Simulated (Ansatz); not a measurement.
# A computed series for BAs: alloy series

Base system: BAs in the zinc blende structure (space group F-43m, No. 216).

```xyz
2
Lattice="0.0000 2.3920 2.3920 2.3920 0.0000 2.3920 2.3920 2.3920 0.0000" Properties=species:S:1:pos:R:3 pbc="T T T"
As     3.5879     3.5879     3.5879
B      0.0000     0.0000     0.0000
```

The other end (x = 1) is BN in the zinc blende structure (space group F-43m, No. 216): 5.88 Å³/atom, gap 5.00 eV.

N replaces a fraction x of As; each row is one arrangement (x, atoms in the cell, starting space group or random), fully relaxed.

All numbers come from DFT with r2SCAN, PAW potentials and a 500 eV plane-wave cutoff in Ansatz (a quantum-chemistry and plane-wave program), no SOC.

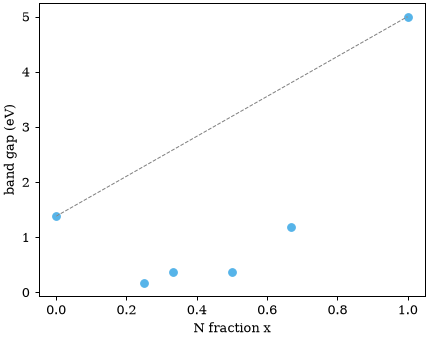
Band gap against N fraction x; the dashed line joins the ends

### Question
From the plot, what is the band gap for x(N) = 0.25, 8 atoms, Cm?

### Answer
About 0.2 eV.

These are small ordered cells, not random alloys; other orderings at the same x differ. Whether these cells are dynamically stable was not tested.
